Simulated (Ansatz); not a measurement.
C2H4Al2 (SMILES C=[C]1[AlH][AlH]1)

```xyz
8

C    -0.5867    1.1632   -0.1929
C     0.5019    0.4403    0.1290
Al    1.7518   -0.9328    0.1031
Al   -0.5940   -1.2773    0.0823
H    -0.7495    1.5712   -1.1932
H    -1.3329    1.4676    0.5442
H     3.2675   -1.0526    0.5098
H    -2.1661   -1.4367   -0.0379
```

Geometry: PBE0-D4/def2-TZVP.

Level of theory: RKS PBE0-D4/def2-TZVPP in Ansatz 0.2.0.

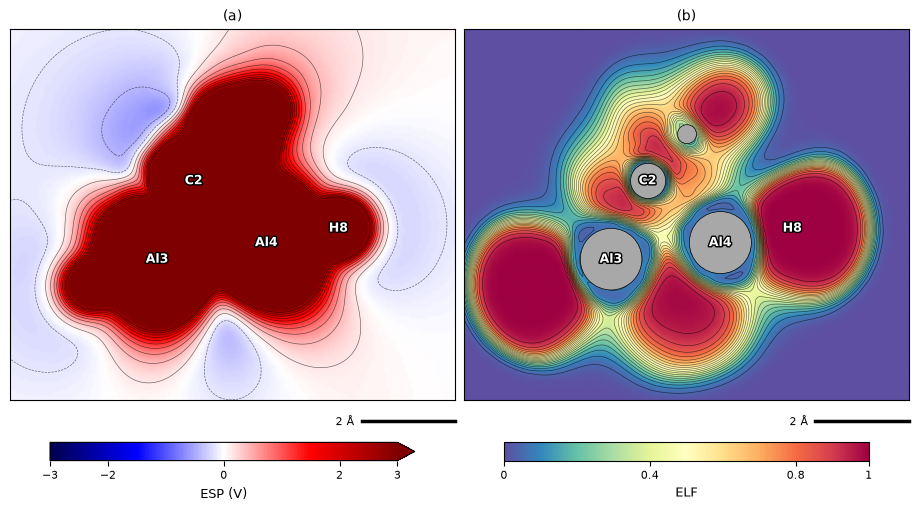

Figure 1. (a) electrostatic potential; (b) ELF on the plane of atoms C2, Al4 and Al3. Grey discs cover the atomic cores in the ELF map.

Question: Read the bonding off the picture.

Answer: The section cuts through C, Al and H sites. C–Al (1.86 Å): the ELF peaks at about 0.90 in the valence shell of C, 0.7 Å from its nucleus, and is about 0.65 at the midpoint. Al–Al (2.37 Å): the ELF peaks at about 0.65 between the atoms. C–Al (2.04 Å): the ELF peaks at about 0.65 in the valence shell of C, 0.7 Å from its nucleus, and is about 0.50 at the midpoint. Al–H (1.58 Å): the ELF climbs to about 1 towards the hydrogen. Outside the dense part of the molecule the potential is most negative (−0.6 V) near C2.

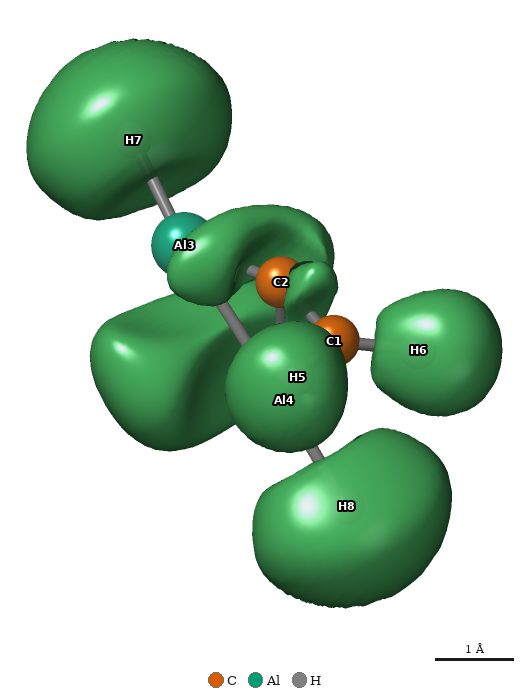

Figure 2. Isosurface of the electron localisation function at 0.85 (green), seen at an oblique angle. Core shells and regions of very low density are left out.

Question: Describe the localisation domains.

Answer: The ELF exceeds this value in one region between bonded C–C atoms (shared pairs), four regions around hydrogen nuclei, one lobe on Al, pointing away from the bonds (lone pairs) and one lobe on C, pointing away from the bonds (lone pairs). Profiles from the grid: C–C (1.35 Å): the ELF peaks at about 0.90 between the atoms; localised, covalent bonding.

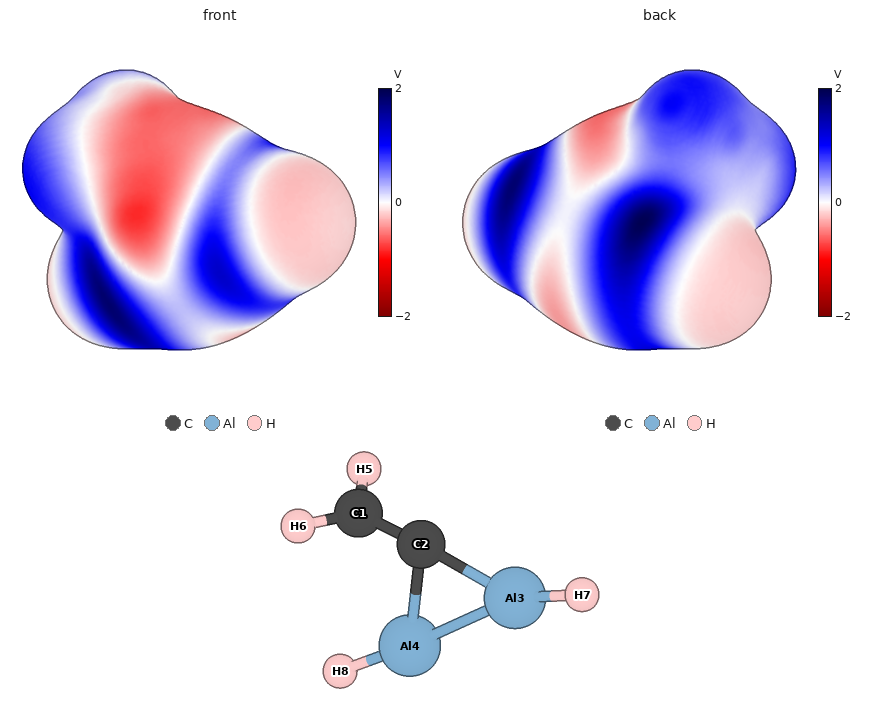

Figure 3. The molecular electrostatic potential painted on the density surface at 0.002 e/bohr³, seen from the front and from behind; red is negative and blue positive. The bare structure is drawn below in the same view.

Question: Describe the electrostatic potential map.

Answer: The most negative region (about −0.8 V) lies over C2, the most positive (about +1.8 V) over Al4.
